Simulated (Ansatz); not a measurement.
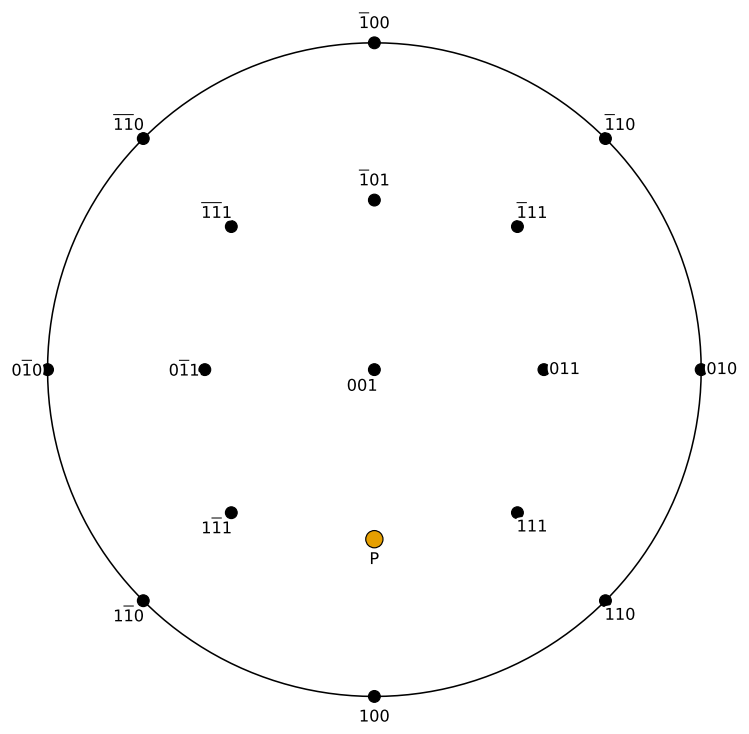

For Lu₃TlF₆, the geometry relaxed (final pressure about 18 GPa) with DFT, PAW plane waves, pbe (Ansatz 0.2.0); the starting structure was generated, so it need not be a known form of this composition: stereographic projection of plane normals (upper hemisphere) centred on (0 0 1). Geometry calculated from the standardised cell; symmetry tolerance 0.002 Å.

a = 6.179 Å, b = 6.179 Å, c = 8.772 Å, α = 90.00°, β = 90.00°, γ = 90.00°.

Index the pole marked P.

P is (1 0 1), 54.8° from the centre.

What is the angle between the normals of (−1 −1 0) and (−1 0 0), and what are their d_hkl = 1/|g|?

45.0°; d = 4.369 Å and 6.179 Å.
